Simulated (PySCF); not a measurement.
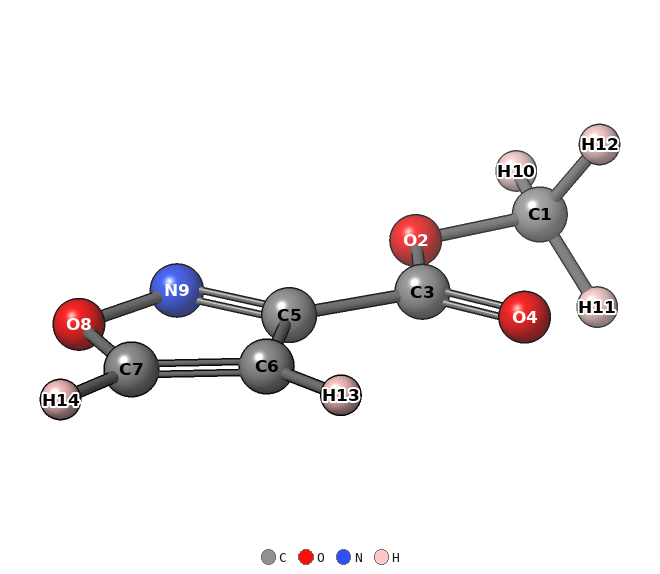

Atoms fade into the background with distance from the viewer. Computed geometry: PBE0-D3(BJ)/def2-SVP optimisation. No frequency run is at hand to confirm it as a minimum.

Question: What is the conformation of the ring C5–C6–C7–O8–N9?

Answer: It is planar. The Cremer–Pople amplitude Q is 0.00 Å.

Question: Give the torsion angles round the ring, beginning with the bond from its second to its third atom.

Answer: 0°, 0°, 0°, 0°, 0°.
